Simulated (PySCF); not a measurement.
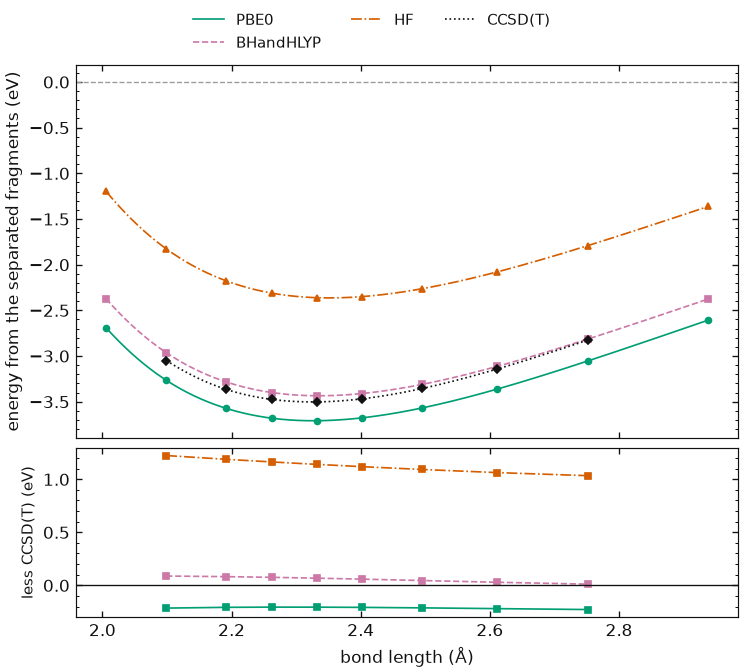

Bond curves of GeBr, doublet (excess alpha electrons: πy +1), def2-TZVPP (non-relativistic), PySCF 2.14.0: energy from the separated fragments (atoms in their ground configurations, no counterpoise). One reference determinant with the occupation held, the lowest that a PBE0 search over spins and occupations found; no spin-orbit coupling. Splines pass through the computed points, which are marked. References: UKS for PBE0 and BHandHLYP; UHF for HF and CCSD(T).

> Order the curves at 2.10 Å.

PBE0 −3.27, CCSD(T) −3.05, BHandHLYP −2.96, HF −1.83 eV, from lowest to highest.

> Give the values at the computed points that all curves share.

In eV:
| bond length (Å) | PBE0 | BHandHLYP | HF | CCSD(T) |
| --- | --- | --- | --- | --- |
| 2.10 | −3.27 | −2.96 | −1.83 | −3.05 |
| 2.19 | −3.57 | −3.29 | −2.18 | −3.37 |
| 2.26 | −3.68 | −3.40 | −2.31 | −3.48 |
| 2.33 | −3.71 | −3.44 | −2.36 | −3.50 |
| 2.40 | −3.68 | −3.41 | −2.35 | −3.47 |
| 2.50 | −3.57 | −3.31 | −2.26 | −3.36 |
| 2.61 | −3.36 | −3.11 | −2.08 | −3.14 |
| 2.75 | −3.05 | −2.81 | −1.79 | −2.83 |

Caveats, for all or some of the runs: lowest determinant of a PBE0 search, another state may lie lower; no scalar relativity; spin-orbit coupling is left out; it can lower the fragments Ge and Br more than the molecule, and De with it.
